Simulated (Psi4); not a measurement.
# SnH4 (SMILES [SnH4]): MP3/def2-SVPD (core potential)

Aim: the vertical singlet–triplet gap of SnH4 at MP3/def2-SVPD (core potential), from 2 runs. 

The calculation is run with Psi4 1.11.

3 further runs of the same task are left out: 2 that didn't finish, 1 set aside as unsound or not needed.

**1. The structure to begin with**

The species is SnH4 (5 atoms), meant as a singlet with charge 0. As SMILES, `[SnH4]`. The shape is that of a PBE0-D4/def2-TZVP optimisation.

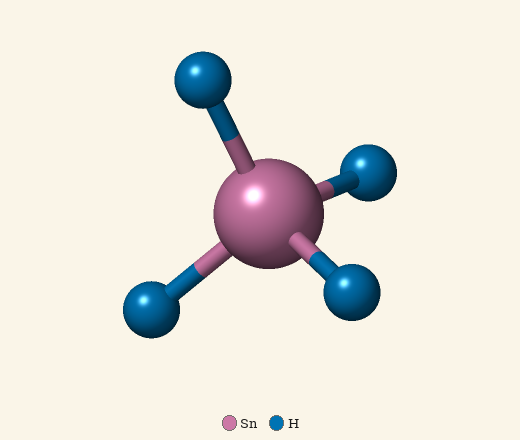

Viewed from a chosen angle; tin pink, hydrogen blue.

**2. The energy at MP3/def2-SVPD (core potential)**

File h4sn.json:

```json
{
 "schema_name": "qcschema_input",
 "schema_version": 1,
 "molecule": {
  "schema_name": "qcschema_molecule",
  "schema_version": 2,
  "symbols": ["Sn", "H", "H", "H", "H"],
  "geometry": [5.669e-05, 1.89e-05, 7.559e-05, 1.55698315, -1.61284345, 2.31102167, -2.95479467, 0.76235331, 1.02638585, -0.22073891, -1.84174598, -2.63142473, 1.61849373, 2.69217943, -0.70607727],
  "molecular_charge": 0,
  "molecular_multiplicity": 1,
  "fix_symmetry": "c1",
  "fix_com": true,
  "fix_orientation": true
 },
 "driver": "energy",
 "model": {
  "method": "mp3",
  "basis": "def2-SVPD"
 },
 "keywords": {
  "puream": true,
  "e_convergence": 1e-09,
  "d_convergence": 1e-08,
  "scf_type": "pk",
  "num_frozen_docc": 4,
  "mp_type": "conv"
 }
}
```

On the command line:

```
psi4 --qcschema h4sn.json -n 1 --memory 2200MB
```

stdout:

```text
[...]
    !!!  WARNING: ECP capability is in beta. Please check occupations closely.  !!!
[...]
  Running in c1 symmetry.
[...]
  Nuclear repulsion =   28.473969962432189
[...]
  Multiplicity = 1
[...]
  Nalpha       = 13
  Nbeta        = 13
[...]
    Number of basis functions: 64
[...]
   @RHF iter   1:  -215.59380479134603   -1.48410e+00   4.30149e-03 ADIIS/DIIS
[...]
   @RHF iter   9:  -215.63336040240236   -2.07478e-12   2.33991e-09 DIIS
[...]
    Orbital Energies [Eh]
    ---------------------
    Doubly Occupied:
       1A     -5.864323     2A     -4.053239     3A     -4.053237
       4A     -4.053236     5A     -1.321901     6A     -1.321899
       7A     -1.321899     8A     -1.315321     9A     -1.315318
      10A     -0.680651    11A     -0.446800    12A     -0.446785
      13A     -0.446747
[...]
  @RHF Final Energy:  -215.63336040240236
   => Energetics <=
    Nuclear Repulsion Energy =             28.4739699624321894
    One-Electron Energy =                -434.9319497213664931
    Two-Electron Energy =                 190.8246193565319402
    Total Energy =                       -215.6333604024023600
[...]
 Multipole Moments:
 ------------------------------------------------------------------------------------
     Multipole            Electronic (a.u.)      Nuclear  (a.u.)        Total (a.u.)
 ------------------------------------------------------------------------------------
 L = 1.  Multiply by 2.5417464519 to convert [e a0] to [Debye]
 Dipole X            :         -0.0011216            0.0011905            0.0000689
 Dipole Y            :         -0.0003169            0.0003591            0.0000423
 Dipole Z            :         -0.0015259            0.0015685            0.0000426
 Magnitude           :                                                    0.0000914
[...]
	SCS-MP2 Total Energy (a.u.)        :  -215.78121376301451
	SOS-MP2 Total Energy (a.u.)        :  -215.78525453828249
[...]
	SOS-PI-MP2 Total Energy (a.u.)     :  -215.79693870258097
[...]
	MP2 Total Energy (a.u.)            :  -215.77313221247857
[...]
	SCS-MP3 Total Energy (a.u.)        :  -215.78708911315925
[...]
	MP3 Total Energy (a.u.)            :  -215.79663361305751
[...]
```

The result, in JSON:

```text
{
 "driver": "energy",
 "model": {
  "method": "mp3",
  "basis": "def2-SVPD"
 },
 "success": true,
 "return_result": -215.7966336130575,
 "properties": {
  "calcinfo_nbasis": 64,
  "calcinfo_nmo": 64,
  "calcinfo_nalpha": 13,
  "calcinfo_nbeta": 13,
  "calcinfo_natom": 5,
  "nuclear_repulsion_energy": 28.47396996243219,
  "return_energy": -215.7966336130575,
  "scf_one_electron_energy": -434.9319497213665,
  "scf_two_electron_energy": 190.82461935653194,
  "scf_dipole_moment": [6.889110785612829e-05, 4.2258669141745364e-05, 4.260251655127667e-05],
  "scf_total_energy": -215.63336040240236,
  "scf_iterations": 9,
  "mp2_same_spin_correlation_energy": -0.022930167091489057,
  "mp2_opposite_spin_correlation_energy": -0.11684164298472131,
  "mp2_singles_energy": 0.0,
  "mp2_doubles_energy": -0.13977181007621037,
  "mp2_correlation_energy": -0.13977181007621198,
  "mp2_total_energy": -215.77313221247857
 }
}
```

Wall time 7.5 s (1 thread of Intel Xeon at 2.50GHz (Skylake/Cascade Lake), shared host); peak memory 0.31 GiB.

**3. The triplet**

File h4sn.in:

```
memory 2200 mb

molecule m {
  0 3
  Sn     0.000030     0.000010     0.000040
  H      0.823920    -0.853480     1.222940
  H     -1.563610     0.403420     0.543140
  H     -0.116810    -0.974610    -1.392490
  H      0.856470     1.424640    -0.373640
  symmetry c1
  no_reorient
  no_com
}

set {
  basis           def2-SVPD
  reference       uhf
  puream          true
  e_convergence   1e-09
  d_convergence   1e-08
  scf_type        pk
  num_frozen_docc 4
  maxiter         100
  mp_type         conv
}

energy('mp3')
```

On the command line:

```
psi4 -i h4sn.in -o h4sn.out -n 1
```

h4sn.out:

```text
[...]
    !!!  WARNING: ECP capability is in beta. Please check occupations closely.  !!!
[...]
  Running in c1 symmetry.
[...]
  Nuclear repulsion =   28.473969965174199
[...]
  Multiplicity = 3
[...]
  Nalpha       = 14
  Nbeta        = 12
[...]
    Number of basis functions: 64
[...]
   @UHF iter   1:  -215.26692082231000   -1.15346e+00   4.63365e-03 DIIS/ADIIS
[...]
   @UHF iter  29:  -215.36717453878904   -1.00897e-11   6.55593e-09 DIIS
[...]
   @S^2 Observed:                2.005409306E+00
[...]
    Orbital Energies [Eh]
    ---------------------
    Alpha Occupied:
       1A     -5.890588     2A     -4.087223     3A     -4.072440
       4A     -4.072439     5A     -1.360595     6A     -1.346638
       7A     -1.346626     8A     -1.335694     9A     -1.335690
      10A     -0.782482    11A     -0.596973    12A     -0.468581
      13A     -0.468515    14A     -0.152032
    Alpha Virtual:
      15A      0.065375    16A      0.085082    17A      0.085100
      18A      0.127824    19A      0.127878    20A      0.142603
      21A      0.157411    22A      0.190064    23A      0.191191
      24A      0.245966    25A      0.251249    26A      0.251650
[...]
  @UHF Final Energy:  -215.36717453878904
   => Energetics <=
    Nuclear Repulsion Energy =             28.4739699651741986
    One-Electron Energy =                -434.0325417800544869
    Two-Electron Energy =                 190.1913972760912372
    Total Energy =                       -215.3671745387890439
  UHF NO Occupations:
  HONO-2 :   12  A 1.9982442
  HONO-1 :   13  A 1.0000000
[...]
 Multipole Moments:
 ------------------------------------------------------------------------------------
     Multipole            Electronic (a.u.)      Nuclear  (a.u.)        Total (a.u.)
 ------------------------------------------------------------------------------------
 L = 1.  Multiply by 2.5417464519 to convert [e a0] to [Debye]
 Dipole X            :          0.3782858            0.0011905            0.3794763
 Dipole Y            :          0.6287760            0.0003590            0.6291351
 Dipole Z            :         -0.1682700            0.0015685           -0.1667015
 Magnitude           :                                                    0.7533940
[...]
	SCS-MP2 Total Energy (a.u.)        :  -215.50083409781902
	SOS-MP2 Total Energy (a.u.)        :  -215.50187116109848
[...]
	SOS-PI-MP2 Total Energy (a.u.)     :  -215.51223243973766
[...]
	MP2 Total Energy (a.u.)            :  -215.49875997126009
[...]
	SCS-MP3 Total Energy (a.u.)        :  -215.50611313253026
[...]
	MP3 Total Energy (a.u.)            :  -215.51987611010500
[...]
```

Wall time 12 s (1 thread of Intel Xeon at 2.50GHz (Skylake/Cascade Lake), shared host); peak memory 0.32 GiB.

**4. Results**

At MP3/def2-SVPD (core potential), 4 core orbitals frozen:

| quantity | value |
| --- | --- |
| singlet: total energy | -215.79663 Eh |
| singlet: HOMO energy (Hartree–Fock orbitals) | -12.16 eV |
| singlet: LUMO energy (Hartree–Fock orbitals) | 1.73 eV |
| singlet: HOMO–LUMO gap (Hartree–Fock orbitals) | 13.88 eV |
| singlet: correlation energy (4 core orbitals frozen) | -163.3 mEh |
| triplet: total energy | -215.51988 Eh |
| triplet: HOMO energy (Hartree–Fock orbitals) (highest over α and β) | -4.14 eV |
| triplet: LUMO energy (Hartree–Fock orbitals) (lowest over α and β) | -2.87 eV |
| triplet: correlation energy (4 core orbitals frozen) | -152.7 mEh |
| triplet: ⟨S²⟩ of the reference determinant | 2.005 |
| vertical energy of the triplet above the singlet | 7.531 eV |

In words: At this shape the triplet lies 7.53 eV (174 kcal/mol) above the singlet.
